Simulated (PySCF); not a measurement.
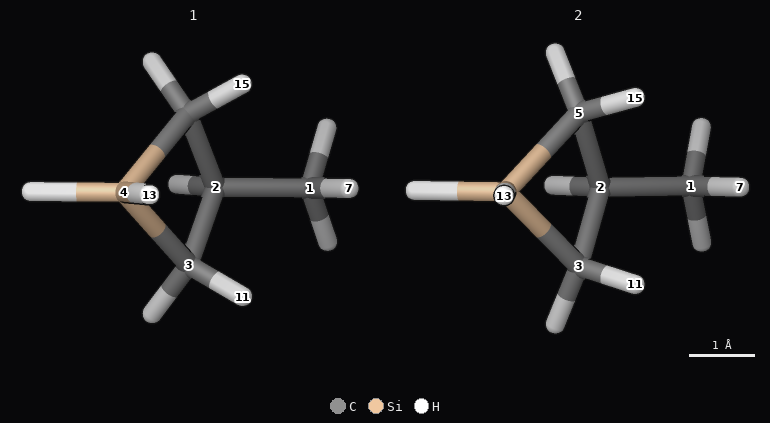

Two geometries of C4H10Si, drawn at one scale. One is the start of a relaxation, the other its converged end. The picture is a stick view, seen from a free direction.

Level of theory: PBE0-D3(BJ)/def2-SVP geometry optimisation, gas phase in PySCF. 

**Which of the two is the end point?**

Structure 2 is the relaxed one. The start comes from GFN2-xTB. Its atoms were then displaced at random by about 0.01 Å. The largest move after the best rigid fit is that of an H atom, 0.48 Å. By element the largest moves are H 0.48 Å, C 0.19 Å, Si 0.13 Å. Among the contacts that change: C–Si 1.949 → 1.894 Å, H–Si 1.444 → 1.497 Å, C–H 1.071 → 1.102 Å, C–C 1.493 → 1.518 Å. Among the angles between lasting bonds that change: Si–C–H 116.7° → 122.8°, H–Si–H 114.1° → 108.6°, C–C–Si 92.1° → 86.9°. After 10 geometry steps the energy has fallen by 0.266 eV.
